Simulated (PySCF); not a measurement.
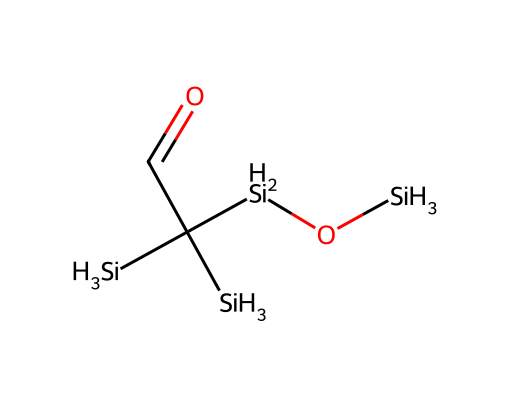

Computed geometry: GFN2-xTB optimisation. No frequency run is at hand to confirm it as a minimum. Method: PBE0/pcSseg-1, gas phase (PySCF 2.14.0).

### Estimate the dipole moment.

1.83 D.

### What is the HOMO energy (Kohn–Sham orbital)?

−7.82 eV.

### Give the LUMO energy (Kohn–Sham orbital) at this level.

−1.23 eV.

The geometry is semi-empirical. Around Si such bond lengths and angles can be off by a tenth of an ångström or more and by several degrees, and values that hang on the shape move with them.
